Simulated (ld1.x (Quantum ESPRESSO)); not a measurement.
# An RRKJ potential for Ge, from input to tests

Aim: build the potential from the settings below, then test how well it stands in for the atom: other configurations, scattering, ghost states and the plane-wave cutoff that it needs.

Program: ld1.x (Quantum ESPRESSO) 7.5. Reference atom: LDA (PW92), scalar-relativistic, spherical and spin-unpolarised. All values are calculated.

## Step 1: The design

Typed settings, in words:

```
element                 : germanium (Ge, Z = 32)
type                    : norm-conserving RRKJ (Kleinman–Bylander form)
frozen core             : [Ar] 3d10
valence charge          : 4
reference configuration : 4s2 4p0.5 (charge +1.5)
partial waves           : 4p (bound): rc 1.80 bohr; 4s (bound): rc 1.30 bohr
local potential         : the s channel
core correction         : not asked for
```

The nodes and maxima of the atom's own shells, from an earlier all-electron run, set the scale for the radii.

All-electron outer shells of the reference configuration (LDA (PW92), scalar-relativistic, ld1.x):

```
shell  level (eV)  outermost node (bohr)  outermost maximum (bohr)
   3d      -43.88                      –                      0.50
   4s      -24.76                   0.77                      1.69
   4p      -15.67                   0.82                      2.01
   4d       -5.79                   1.03                      3.48
```

## Step 2: The generation run

The input, Ge.in:

```
 &input
   title='Ge', zed=32., rel=1, dft='PW', iswitch=3,
   config='[Ar] 3d10 4s2 4p0.5',
   nld=2, rlderiv=1.95, eminld=-4.0, emaxld=5.0, deld=0.02
 /
 &inputp
   pseudotype=2, tm=.false., rho0=0.01, lloc=0,
   nlcc=.false.,
   file_pseudopw='Ge.UPF', file_wfcaegen='ae.wfc', file_wfcncgen='nc.wfc', file_beta='beta', file_chi='chi'
 /
2
4P  2  1   0.50   0.00  1.80  1.80  0.0
4S  1  0   2.00   0.00  1.30  1.30  0.0
 &test
   configts(1)='4s2 4p0.5'
 /
```

Launch:

```bash
ld1.x < Ge.in > Ge.out
```

Output in Ge.out (without the banner and most projector matrices):

```text
     Program LD1 v.7.5
     --------------------------- All-electron run ----------------------------

     Ge
     scalar relativistic calculation

     atomic number is 32.00
     dft =PW   lsd =0 sic =0 latt =0  beta=0.20 tr2=1.0E-14
     Exchange-correlation= PW
                           (   1   4   0   0   0   0   0)
     mesh =1207 r(mesh) = 100.41023 a.u. xmin = -7.00 dx = 0.01250
     1 Ry =  13.60569312 eV, c = 137.03599908

     n l     nl                  e(Ry)          e(Ha)          e(eV)
     1 0     1S 1( 2.00)      -805.2289      -402.6144    -10955.6967
     2 0     2S 1( 2.00)      -101.7099       -50.8549     -1383.8332
     2 1     2P 1( 6.00)       -89.1143       -44.5571     -1212.4616
     3 0     3S 1( 2.00)       -13.3847        -6.6924      -182.1086
     3 1     3P 1( 6.00)        -9.5367        -4.7684      -129.7539
     3 2     3D 1(10.00)        -3.2251        -1.6126       -43.8803
     4 0     4S 1( 2.00)        -1.8197        -0.9098       -24.7580
     4 1     4P 1( 0.50)        -1.1518        -0.5759       -15.6715

     final scf error:  2.4E-16 reached in  23 iterations

     Etot =   -4190.739997 Ry,   -2095.369998 Ha,  -57017.922355 eV

     Ekin =    4265.113314 Ry,    2132.556657 Ha,   58029.822889 eV
     Encl =  -10074.707886 Ry,   -5037.353943 Ha, -137073.383800 eV
     Eh   =    1771.166107 Ry,     885.583053 Ha,   24097.942515 eV
     Exc  =    -152.311532 Ry,     -76.155766 Ha,   -2072.303960 eV

     normalization and overlap integrals

     s(1S/1S) =  1.000000  <r> =   0.0471  <r2> =    0.0030  r(max) =   0.0309
     s(2S/2S) =  1.000000  <r> =   0.2104  <r2> =    0.0522  r(max) =   0.1754
     s(2P/2P) =  1.000000  <r> =   0.1839  <r2> =    0.0414  r(max) =   0.1418
     s(3S/3S) =  1.000000  <r> =   0.6254  <r2> =    0.4515  r(max) =   0.5402
     s(3P/3P) =  1.000000  <r> =   0.6477  <r2> =    0.4943  r(max) =   0.5402
     s(3D/3D) =  1.000000  <r> =   0.7339  <r2> =    0.6896  r(max) =   0.5012
     s(4S/4S) =  1.000000  <r> =   1.9773  <r2> =    4.4626  r(max) =   1.6850
     s(4P/4P) =  1.000000  <r> =   2.4121  <r2> =    6.6970  r(max) =   2.0072

     ------------------------ End of All-electron run ------------------------

     --------------------- Generating NC pseudopotential ---------------------

      Generating local pot.: lloc=0, matching radius rcloc =   1.3000

      Wfc   4P  rcut= 1.794  Estimated cut-off energy=       53.43 Ry
      This function has    0 nodes for 0 < r <    1.794

     ------------------- End of pseudopotential generation -------------------

     [... the all-electron block is printed once more ...]


     Computing logarithmic derivative in   1.94553
     Computing logarithmic derivative in   1.94553
     Computing the partial wave expansion
       no projector for channel:   0
     R is outside the sphere for l=    1 j= 0.00

     ---------------------- Testing the pseudopotential ----------------------

     Ge
     scalar relativistic calculation

     atomic number is 32.00   valence charge is  4.00
     dft =PW   lsd =0 sic =0 latt =0  beta=0.20 tr2=1.0E-14
     mesh =1207 r(mesh) = 100.41023 xmin = -7.00 dx = 0.01250

     n l     nl             e AE (Ry)        e PS (Ry)    De AE-PS (Ry)
     1 0     4S   1( 2.00)       -1.81968       -1.81967       -0.00001
     2 1     4P   1( 0.50)       -1.15184       -1.15184        0.00000

     eps = 2.3E-15  iter = 14

     Etot =   -4190.739997 Ry,   -2095.369998 Ha,  -57017.922355 eV
     Etotps =    -6.566408 Ry,      -3.283204 Ha,     -89.340537 eV

     Ekin =       1.875000 Ry,       0.937500 Ha,      25.510672 eV
     Encl =      -9.930281 Ry,      -4.965140 Ha,    -135.108355 eV
     Ehrt =       2.725730 Ry,       1.362865 Ha,      37.085441 eV
     Ecxc =      -1.235469 Ry,      -0.617734 Ha,     -16.809409 eV
     Epseu=      -0.001388 Ry,      -0.000694 Ha,      -0.018885 eV

     ---------------------- End of pseudopotential test ----------------------
```

It took 1.4 s on 1 thread of Neoverse-V1, shared host. (Generation and the later configuration tests together.)

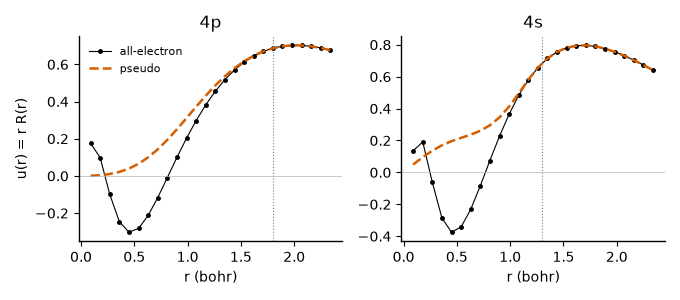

Bound waves of the atom and their pseudo partners (4p, 4s), with the matching radii dotted. The curves join 26 sampled radii, too few to resolve the innermost nodes.

## Step 3: Testing the new file in other configurations

The input, Ge.test.in:

```
 &input
   title='Ge', zed=32., rel=1, dft='PW', iswitch=2,
   config='[Ar] 3d10 4s2 4p0.5'
 /
 &test
   file_pseudo='Ge.UPF', nconf=10,
   configts(1)='4s2 4p0.5',
   configts(2)='4s2 4p2',
   configts(3)='4s2 4p1',
   configts(4)='4s2 4p0',
   configts(5)='4s1 4p0',
   configts(6)='4s2 4p2.3',
   configts(7)='4s2 4p1.5',
   configts(8)='4s1 4p2',
   configts(9)='4s2 4p0.5', lsdts(9)=1,
   configts(10)='4s2 4p2', lsdts(10)=1
 /
```

Launch:

```bash
ld1.x < Ge.test.in > Ge.test.out
```

Ge.test.out, the pseudopotential blocks:

```text
     ---------------------- Testing the pseudopotential ----------------------

     Ge
     scalar relativistic calculation

     atomic number is 32.00   valence charge is  4.00
     dft =PW   lsd =0 sic =0 latt =0  beta=0.20 tr2=1.0E-14
     mesh =1207 r(mesh) = 100.41023 xmin = -7.00 dx = 0.01250

     n l     nl             e AE (Ry)        e PS (Ry)    De AE-PS (Ry)
     1 0     4S   1( 2.00)       -1.81968       -1.81967       -0.00001
     2 1     4P   1( 0.50)       -1.15184       -1.15184        0.00000

     eps = 1.6E-15  iter = 14

     Etot =   -4190.739997 Ry,   -2095.369998 Ha,  -57017.922356 eV
     Etotps =    -6.566408 Ry,      -3.283204 Ha,     -89.340534 eV

     Ekin =       1.875000 Ry,       0.937500 Ha,      25.510674 eV
     Encl =      -9.930281 Ry,      -4.965140 Ha,    -135.108354 eV
     Ehrt =       2.725730 Ry,       1.362865 Ha,      37.085441 eV
     Ecxc =      -1.235469 Ry,      -0.617734 Ha,     -16.809409 eV
     Epseu=      -0.001388 Ry,      -0.000694 Ha,      -0.018885 eV

     ---------------------- End of pseudopotential test ----------------------

     ---------------------- Testing the pseudopotential ----------------------

     Ge
     [...]
     n l     nl             e AE (Ry)        e PS (Ry)    De AE-PS (Ry)
     1 0     4S   1( 2.00)       -0.87799       -0.87944        0.00145
     2 1     4P   1( 2.00)       -0.29743       -0.29840        0.00097

     eps = 8.5E-15  iter = 11

     Etot =   -4191.798606 Ry,   -2095.899303 Ha,  -57032.325467 eV
     Etotps =    -7.626737 Ry,      -3.813368 Ha,    -103.767039 eV
     dEtot_ae =      -1.058609 Ry
     dEtot_ps =      -1.060329 Ry,   Delta E=       0.001719 Ry

     [...]
     ---------------------- End of pseudopotential test ----------------------

     ---------------------- Testing the pseudopotential ----------------------

     Ge
     [...]
     n l     nl             e AE (Ry)        e PS (Ry)    De AE-PS (Ry)
     1 0     4S   1( 2.00)       -1.48042       -1.48185        0.00143
     2 1     4P   1( 1.00)       -0.84292       -0.84408        0.00115

     eps = 8.0E-15  iter = 16

     Etot =   -4191.237781 Ry,   -2095.618890 Ha,  -57024.695050 eV
     Etotps =    -7.064609 Ry,      -3.532305 Ha,     -96.118908 eV
     dEtot_ae =      -0.497784 Ry
     dEtot_ps =      -0.498201 Ry,   Delta E=       0.000417 Ry

     [...]
     ---------------------- End of pseudopotential test ----------------------

     ---------------------- Testing the pseudopotential ----------------------

     Ge
     [...]
     n l     nl             e AE (Ry)        e PS (Ry)    De AE-PS (Ry)
     1 0     4S   1( 2.00)       -2.17788       -2.17441       -0.00347
     2 1     4P   1( 0.00)       -1.47859       -1.47553       -0.00306

     eps = 4.6E-16  iter = 12

     Etot =   -4190.083132 Ry,   -2095.041566 Ha,  -57008.985260 eV
     Etotps =    -5.910108 Ry,      -2.955054 Ha,     -80.411113 eV
     dEtot_ae =       0.656864 Ry
     dEtot_ps =       0.656300 Ry,   Delta E=       0.000564 Ry

     [...]
     ---------------------- End of pseudopotential test ----------------------

     ---------------------- Testing the pseudopotential ----------------------

     Ge
     [...]
     n l     nl             e AE (Ry)        e PS (Ry)    De AE-PS (Ry)
     1 0     4S   1( 1.00)       -3.00586       -2.97483       -0.03103  !
     2 1     4P   1( 0.00)       -2.23564       -2.21025       -0.02539  !

     eps = 8.5E-15  iter =  9

     Etot =   -4187.494877 Ry,   -2093.747438 Ha,  -56973.770244 eV
     Etotps =    -3.335731 Ry,      -1.667865 Ha,     -45.384929 eV
     dEtot_ae =       3.245120 Ry
     dEtot_ps =       3.230677 Ry,   Delta E=       0.014443 Ry

     [...]
     ---------------------- End of pseudopotential test ----------------------

     ---------------------- Testing the pseudopotential ----------------------

     Ge
     [...]
     n l     nl             e AE (Ry)        e PS (Ry)    De AE-PS (Ry)
     1 0     4S   1( 2.00)       -0.72429       -0.72540        0.00111
     2 1     4P   1( 2.30)       -0.15892       -0.15958        0.00066

     eps = 6.0E-15  iter = 15

     Etot =   -4191.866688 Ry,   -2095.933344 Ha,  -57033.251769 eV
     Etotps =    -7.695073 Ry,      -3.847536 Ha,    -104.696800 eV
     dEtot_ae =      -1.126691 Ry
     dEtot_ps =      -1.128665 Ry,   Delta E=       0.001974 Ry

     [...]
     ---------------------- End of pseudopotential test ----------------------

     ---------------------- Testing the pseudopotential ----------------------

     Ge
     [...]
     n l     nl             e AE (Ry)        e PS (Ry)    De AE-PS (Ry)
     1 0     4S   1( 2.00)       -1.16450       -1.16624        0.00174
     2 1     4P   1( 1.50)       -0.55629       -0.55759        0.00130

     eps = 3.1E-15  iter = 16

     Etot =   -4191.586507 Ry,   -2095.793253 Ha,  -57029.439709 eV
     Etotps =    -7.414028 Ry,      -3.707014 Ha,    -100.872991 eV
     dEtot_ae =      -0.846510 Ry
     dEtot_ps =      -0.847620 Ry,   Delta E=       0.001110 Ry

     [...]
     ---------------------- End of pseudopotential test ----------------------

     ---------------------- Testing the pseudopotential ----------------------

     Ge
     [...]
     n l     nl             e AE (Ry)        e PS (Ry)    De AE-PS (Ry)
     1 0     4S   1( 1.00)       -1.55267       -1.55130       -0.00137
     2 1     4P   1( 2.00)       -0.89974       -0.90032        0.00058

     eps = 7.7E-15  iter = 12

     Etot =   -4190.592552 Ry,   -2095.296276 Ha,  -57015.916270 eV
     Etotps =    -6.420080 Ry,      -3.210040 Ha,     -87.349645 eV
     dEtot_ae =       0.147445 Ry
     dEtot_ps =       0.146328 Ry,   Delta E=       0.001117 Ry

     [...]
     ---------------------- End of pseudopotential test ----------------------

     ---------------------- Testing the pseudopotential ----------------------

     Ge
     [...]
     n l     nl             e AE (Ry)        e PS (Ry)    De AE-PS (Ry)
     1 0     4S   1( 1.00)       -1.83495       -1.83949        0.00455
     2 1     4P   1( 0.50)       -1.16750       -1.17037        0.00288
     1 0     4S   2( 1.00)       -1.80203       -1.79618       -0.00585  !
     2 1     4P   2( 0.00)       -1.13352       -1.12966       -0.00385

     eps = 7.8E-15  iter = 13

     Etot =   -4190.744226 Ry,   -2095.372113 Ha,  -57017.979890 eV
     Etotps =    -6.571475 Ry,      -3.285738 Ha,     -89.409477 eV
     dEtot_ae =      -0.004229 Ry
     dEtot_ps =      -0.005067 Ry,   Delta E=       0.000839 Ry

     [...]
     ---------------------- End of pseudopotential test ----------------------

     ---------------------- Testing the pseudopotential ----------------------

     Ge
     [...]
     n l     nl             e AE (Ry)        e PS (Ry)    De AE-PS (Ry)
     1 0     4S   1( 1.00)       -0.90915       -0.91763        0.00848  !
     2 1     4P   1( 2.00)       -0.32852       -0.33217        0.00365
     1 0     4S   2( 1.00)       -0.81680       -0.80078       -0.01601  !
     2 1     4P   2( 0.00)       -0.23882       -0.23066       -0.00816  !

     eps = 8.3E-15  iter = 14

     Etot =   -4191.842901 Ry,   -2095.921451 Ha,  -57032.928132 eV
     Etotps =    -7.677012 Ry,      -3.838506 Ha,    -104.451067 eV
     dEtot_ae =      -1.102904 Ry
     dEtot_ps =      -1.110604 Ry,   Delta E=       0.007699 Ry

     [...]
     ---------------------- End of pseudopotential test ----------------------
```

The tests as a table, with energies relative to 4s2 4p0.5. Spin-polarised rows fill open shells by Hund's rule and count from the unpolarised reference.

```tsv
valence configuration	charge	ΔE all-electron (eV)	error AE − PS (meV)
4s2 4p2	0	-14.403	+23
4s2 4p1	+1	-6.773	+5.7
4s2 4p0	+2	8.937	+7.7
4s1 4p0	+3	44.152	+197
4s2 4p2.3	-0.3	-15.329	+27
4s2 4p1.5	+0.5	-11.517	+15
4s1 4p2	+1	2.006	+15
4s2 4p0.5 (spin-polarised)	+1.5	-0.058	+11
4s2 4p2 (spin-polarised)	0	-15.006	+105
```

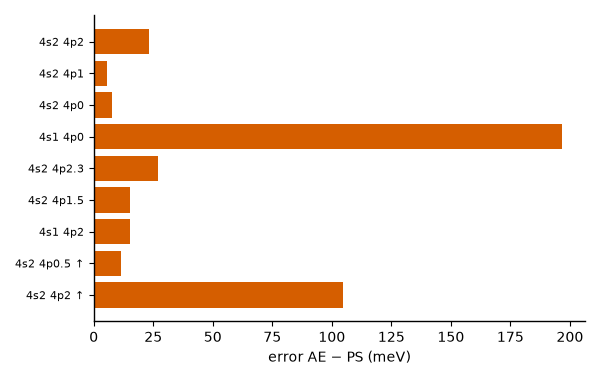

Error of the potential in each test configuration; ↑ marks spin-polarised tests.

## Step 4: Scattering by logarithmic derivatives

Taken from the files of the generation run. The phase is arctan(r·u′/u) with u = r·R, unwrapped, with energies in Ry. A pole is an energy at which the radial function vanishes at the test radius. The pseudo phase is shifted by a multiple of π to meet the all-electron one at the reference energy. Levels narrower than the energy grid can be missing from the poles. The last column is the largest difference on the grid between −1 and +1 Ry.

| channel | radius (bohr) | reference (Ry) | poles AE | poles PS | window around the reference with phases within 0.05 rad (Ry) | largest difference near zero (rad) |
| --- | --- | --- | --- | --- | --- | --- |
| s | 1.95 | -1.82 | 1.38 | 1.02 | below 1.8 | 0.023 |
| p | 1.95 | -1.15 | 2.96 | 3.50 | below 4.8 | 0.015 |

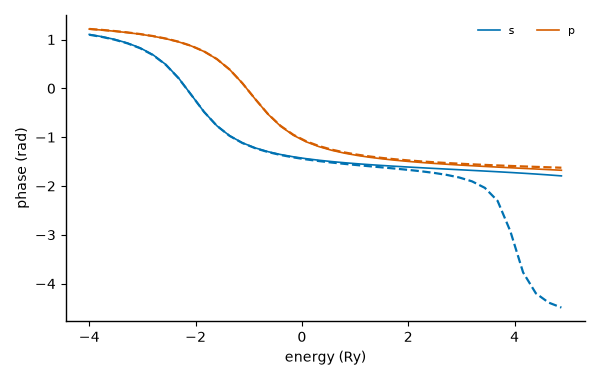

All-electron (solid) and pseudo (dashed) phases against energy.

## Step 5: Cutoff and ghost test in a Bessel basis

This step uses the generator's waves and projectors in a separate script. Basis: spherical Bessel functions vanishing at 20 bohr, q² up to the cutoff; potential fixed at the reference.

All-electron valence levels (Ry): 4p -1.1518, 4s -1.8197. The lowest levels of each channel (Ry) by cutoff; the last column sums, over occupied levels, occupation times the distance from the level at 400 Ry. A positive value at high cutoff is not a bound level.

| cutoff (Ry) | p #1 | p #2 | s #1 | d #1 | f #1 | Σ f·Δε (mRy) |
| --- | --- | --- | --- | --- | --- | --- |
| 8 | -3.4154 | -1.0925 | -1.7233 | -0.4578 | -0.1560 | 222.5 |
| 12 | -15.9547 | -1.1321 | -1.7532 | -0.4581 | -0.1560 | 142.8 |
| 21 | -31.1436 | -1.1447 | -1.7619 | -0.4607 | -0.1560 | 119.2 |
| 30 | -43.7251 | -1.1505 | -1.7886 | -0.4623 | -0.1560 | 62.9 |
| 45 | -173.9234 | -1.1519 | -1.8142 | -0.4626 | -0.1560 | 11.0 |
| 50 | -209.6032 | -1.1519 | -1.8150 | -0.4627 | -0.1560 | 9.4 |
| 55 | -235.5768 | -1.1519 | -1.8150 | -0.4628 | -0.1560 | 9.4 |
| 80 | -260.0903 | -1.1519 | -1.8179 | -0.4632 | -0.1560 | 3.5 |
| 100 | -283.5333 | -1.1519 | -1.8190 | -0.4632 | -0.1560 | 1.4 |
| 140 | -297.0775 | -1.1519 | -1.8194 | -0.4632 | -0.1560 | 0.5 |
| 180 | -303.2787 | -1.1519 | -1.8195 | -0.4632 | -0.1560 | 0.3 |
| 400 | -307.2376 | -1.1519 | -1.8197 | -0.4632 | -0.1560 | 0.0 |

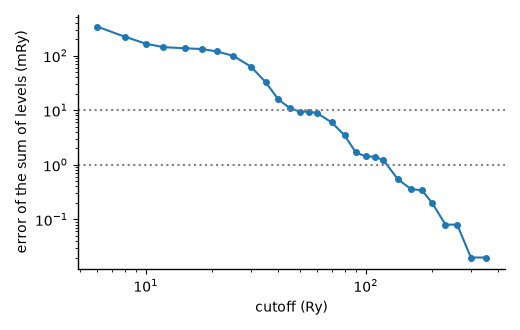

Occupation-weighted error of the valence levels against the cutoff; the dotted lines mark 10 and 1 mRy.

The sum stays within 10 mRy from 50 Ry and within 1 mRy from 140 Ry. The sum leaves out empty levels, which can need more. Ghost test: ghost state, bound below the all-electron valence or empty levels of the same l: p at -4180.2 eV.

## Step 6: What came out

```
                                                quantity                  value
               cutoffs for 10 and 1 mRy, occupied levels       50 Ry and 140 Ry
                                            bound ghosts       p at -4180.18 eV
         largest test error (AE − PS), unpolarised tests  +197 meV, for 4s1 4p0
largest phase difference near zero energy, channels read              0.023 rad
```

A bound ghost (p) makes it unfit for use: electrons can fall into a state that the atom doesn't have. By total energies transferability is poor: the largest error is 197 meV on 44.2 eV, for 4s1 4p0. By its cutoff, 50 Ry for the looser tolerance, it is of middling hardness. The tighter tolerance needs 140 Ry, and converged work needs a cutoff nearer that. The slowest occupied level is 4s: taken alone it needs 90 Ry to come within 1 mRy, against 35 Ry for 4p. Near zero energy the phases of the channels with partial waves agree within 0.023 rad. All of this concerns the isolated atom, not yet a solid.
